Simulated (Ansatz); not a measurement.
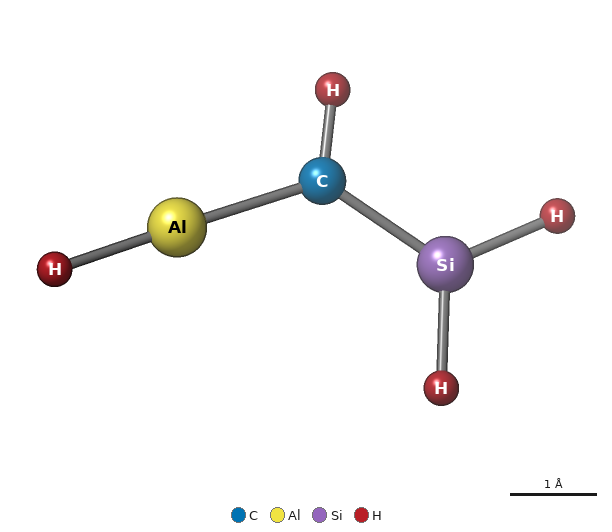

Distant atoms are faded towards the background colour. The species has charge +1 and is a spin singlet. The computed structure is the end point of a PBE-D4/def2-SVP optimisation. No frequency run is at hand to confirm it as a minimum. Masses are those of the most abundant isotopes; constants are for the rigid equilibrium geometry.

**Classify the rotor and give the rotational constants (cm⁻¹).**

An asymmetric top (Cs): A = 1.28, B = 0.103, C = 0.0956 cm⁻¹. Ray's parameter κ is −0.99, close to the prolate limit.
